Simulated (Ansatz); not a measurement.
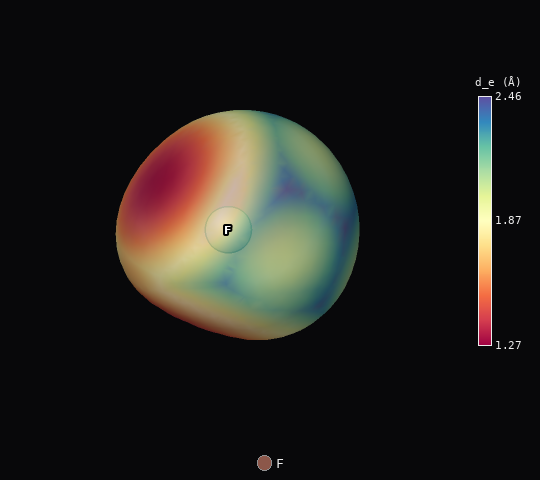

Hirshfeld surface computed for one F atom in YbF₂ in space group P-3m1, coloured by d_e.

The surface is where the fragment's share of the procrystal density (the sum of the densities of spherically averaged neutral Hartree-Fock atoms) equals one half. d_i and d_e are the distances from the surface to the nearest nucleus inside and outside. From Rb on the atoms have core potentials, so only their outer electrons count.

Origin of the cell: coordinates from a relaxation with DFT PBEsol, scalar-relativistic, plane waves, PAW in Ansatz 0.2.0; the starting structure was generated, so it need not be a known form of this composition.

```cif
data_structure
_symmetry_space_group_name_H-M 'P 1'
_symmetry_Int_Tables_number 1
_cell_length_a 3.6520
_cell_length_b 3.6520
_cell_length_c 4.5743
_cell_angle_alpha 90.000
_cell_angle_beta 90.000
_cell_angle_gamma 120.000
_cell_volume 52.83
loop_
_atom_site_label
_atom_site_type_symbol
_atom_site_fract_x
_atom_site_fract_y
_atom_site_fract_z
_atom_site_occupancy
Yb1 Yb 0.00000 0.00000 0.00000 1
F1 F 0.33333 0.66667 0.20764 1
F2 F 0.66667 0.33333 0.79236 1
```

What is the shortest distance from the fragment to an atom outside it?

F–Yb, 2.31 Å.

How is the surface shared among contacts (nearest atom inside ··· nearest atom outside)?

F···Yb 72 %, F···F 28 %. The surface faces 6 neighbours with more than 2 % of its area each: 3 F + 3 Yb.

Give the size and shape of the surface.

It encloses about 7.8 Å³, has an area of about 19 Å² and a globularity of 0.99 (1 for a sphere).
